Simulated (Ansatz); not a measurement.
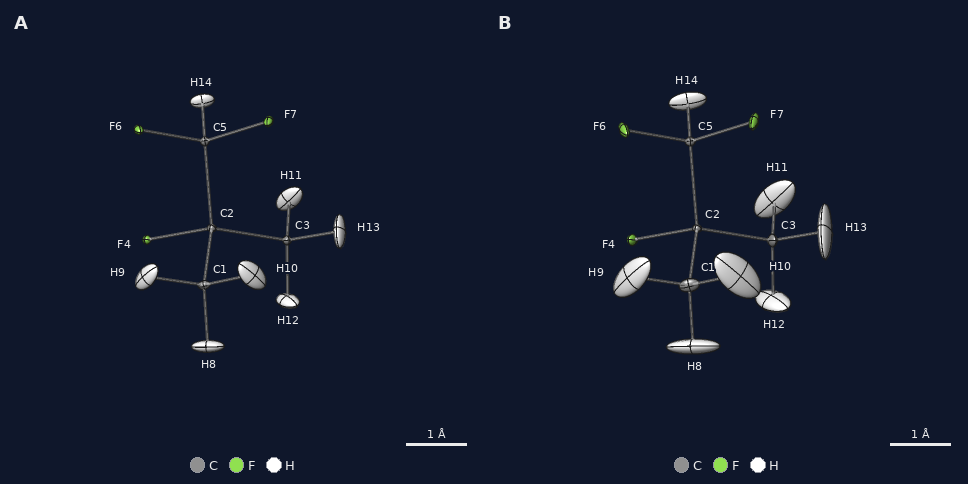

Displacement ellipsoids at the 50 % level, scaled by 0.7, from the internal vibrations of the free molecule (harmonic, no overall translation or rotation; no half-axis is drawn under 0.075 Å). Vibrations computed with RKS PBE0-D4/def2-TZVP (Ansatz 0.2.0). One panel is for 298 K, the other for 900 K.

Which panel is for 900 K?

B.

How much does the mean-square displacement of F7 grow, and why?

U_eq goes from 0.0069 to 0.0198 Å², a factor of 2.9. Modes below kT (626 cm⁻¹ at 900 K) grow about in proportion to T, and the lowest lies at 85 cm⁻¹; the mean-square amplitude of a mode is its zero-point value times coth(ħω/2kT), which comes close to 1 only above about 3kT.
